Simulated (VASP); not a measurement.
Shape and ions are relaxed at each volume.

Energy against volume of La2O3 (a-type). Calculation: PBE GGA with D3 dispersion (zero damping), VASP's PBE PAW potentials (set 64) (plane waves; VASP).

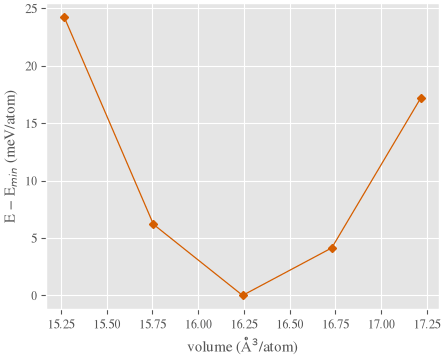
Energy against volume

### Question
Estimate the equilibrium volume and the bulk modulus.

### Answer
The minimum lies near 16.3 Å³/atom, and the curvature gives B0 of about 110 GPa.

Measured: bulk modulus 113 GPa at 300 K (computed value off by -1.1 %), as given by Juan A. Santana et al., The Journal of Chemical Physics (2016), arXiv:1608.06321. The calculation is for a static lattice, while the measured bulk modulus holds thermal and zero-point effects, which are part of the difference.

The compound is La2O3 in the a-type structure. It was relaxed first.
